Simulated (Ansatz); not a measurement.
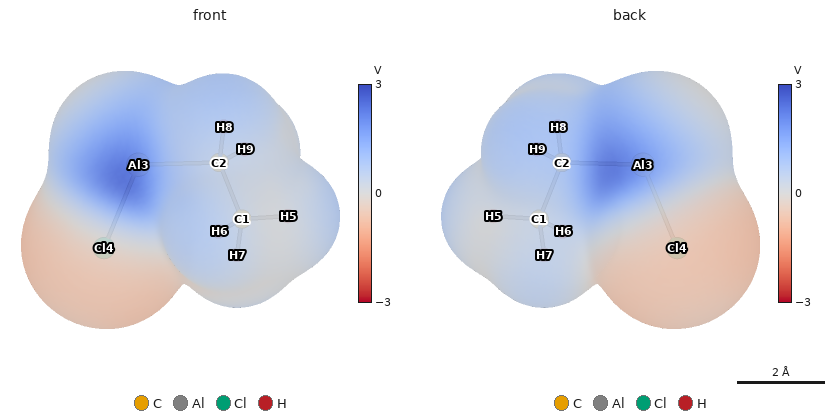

Figure 1: C₂H₅AlCl (doublet). The electrostatic potential painted on the density surface at 0.002 e/bohr³, seen from the front and from behind; the colour scale runs from red (negative) to blue (positive).

Geometry: PBE0-D3(BJ)/def2-SVP.

Theory: isolated molecule in a Gaussian basis; Kohn-Sham density functional theory, functional PBE0 in Ansatz.

Input

```
crystal:
  periodic: [false, false, false]
  atoms:
    - {symbol: C, position_ang: [2.177813, -0.000779, 0.466636]}
    - {symbol: C, position_ang: [0.688992, -0.313538, 0.587520]}
    - {symbol: Al, position_ang: [0.264007, -2.102853, 1.336546]}
    - {symbol: Cl, position_ang: [1.832336, -3.545322, 1.247821]}
    - {symbol: H, position_ang: [2.348782, 0.972351, -0.023739]}
    - {symbol: H, position_ang: [2.668527, 0.042975, 1.451608]}
    - {symbol: H, position_ang: [2.710452, -0.765140, -0.119440]}
    - {symbol: H, position_ang: [0.156024, 0.445008, 1.187053]}
    - {symbol: H, position_ang: [0.195156, -0.299253, -0.403328]}
basis:
  gaussian:
    orbitals: def2-TZVPD
magnetization:
  spin_polarized: true
  initial_magnetization: 1
hamiltonian:
  xc: pbe0
output: {forces: true, orbitals: {seedname: orbitals}}
```

Launched as:

```sh
ansatz run input.yaml --threads 2 --pin off --max-ram 4350MiB --events-out events.jsonl --progress --plain --runs-dir runs
```

**Which sites attract a positive test charge, and which a negative one?**

A positive charge is drawn to the negative regions and a negative charge to the positive ones. The most negative region (about −0.7 V, or −16 kcal/mol for a unit charge) lies over Cl4, the most positive (about +2.4 V, or +55 kcal/mol for a unit charge) over Al3.

**What dipole moment does the calculation give?**

Its dipole moment is 2.15 D.
